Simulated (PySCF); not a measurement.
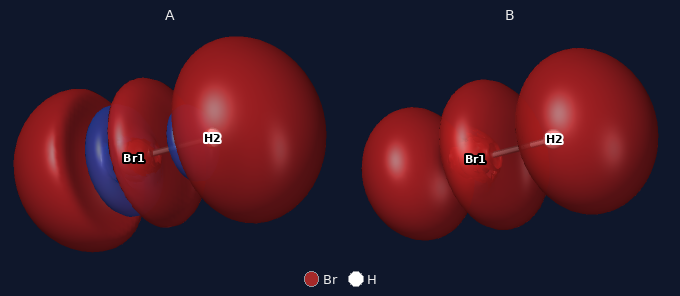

Figure 1: BrH, SMILES `Br`. The Fukui function f⁺ from two separate SCF calculations and the density of the LUMO, at ±0.02 e/Å³ (red positive, blue negative).

Level of theory: BP86/def2-SVP (PySCF), at a geometry from GFN2-xTB. No frequency check shows the geometry to be a minimum. GFN2-xTB bond lengths at metals and heavier atoms can be off by up to 0.1 Å and shapes distorted, which carries into these values.

The calculation's input:

```python
import numpy as np
from pyscf import gto, scf, dft
from pyscf.scf import atom_ks, atom_hf
from scipy.linalg import block_diag

def solve(mol, dm0=None, hcore=None):
    mf = (dft.UKS if mol.spin else dft.RKS)(mol, xc='bp86')
    mf.grids.level = 3
    mf = mf.density_fit(auxbasis='def2-universal-jkfit')
    mf.conv_tol, mf.max_cycle = 1e-8, 80
    if hcore is not None:
        mf.get_hcore = lambda *args: hcore
    mf.kernel(dm0)
    if not mf.converged:
        mf = mf.newton().run(mf.mo_coeff, mf.mo_occ, max_cycle=30)
    assert mf.converged, 'SCF not converged'
    return mf

mol = gto.M(atom='''
Br     0.03893     0.00000     0.00000
H     -1.36266     0.00000     0.00000
''', basis='def2-svp', charge=0, spin=0, verbose=4)
mf = solve(mol)
out = dict(e0=mf.e_tot, dm0=mf.make_rdm1(), c=mf.mo_coeff, occ=mf.mo_occ, eps=mf.mo_energy)
for name, dq, spin in [('cation', 1, 1), ('anion', -1, 1)]:
    ion = mol.copy().set(charge=mol.charge + dq, spin=spin).build()
    mi = solve(ion)
    if spin and dq > 0 and mol.nao < 130:
        c, _, stable, _ = mi.stability(return_status=True)
        if not stable:
            mi = solve(ion, mi.make_rdm1(c, mi.mo_occ))
    print(name, 'vertical energy change / eV', (mi.e_tot - mf.e_tot) * 27.211386)
    out.update({'e_' + name: mi.e_tot, 'dm_' + name: mi.make_rdm1(), 's2_' + name: mi.spin_square()[0], 'eps_' + name: mi.mo_energy, 'occ_' + name: mi.mo_occ})
# spherically averaged free atoms, for the promolecule
atm = atom_ks.get_atm_nrks(mol, xc='bp86')
pro = block_diag(*[(atm[a[0]][2] * atm[a[0]][3]) @ atm[a[0]][2].T for a in mol._atom])
np.savez('result.npz', pro=pro, **out)
```

Launched as:

```sh
OMP_NUM_THREADS=1 python input.py
```

The run took 6.8 s on 1 thread of Intel(R) Xeon(R) Platinum 8488C (Sapphire Rapids), with other jobs on the host, peak memory 0.2 GiB.

Partitions, critical points and surface values were worked out afterwards from this run's density.

Which panel is which, and how good is the frozen-orbital picture?

Answer. A is f⁺ (it has negative regions), B the LUMO density. The LUMO lies on Br1 (53 %) and H2 (47 %); f⁺ (Hirshfeld-condensed) is largest on Br1 (0.53) and H2 (0.47); the vertical electron affinity is −2.58 eV (the stability of the anion's solution wasn't checked; negative, but this basis has no diffuse functions, so it doesn't show that the anion is unbound). Relaxation shifts 1 % of the electron between atoms. The orbital energy is −0.73 eV.
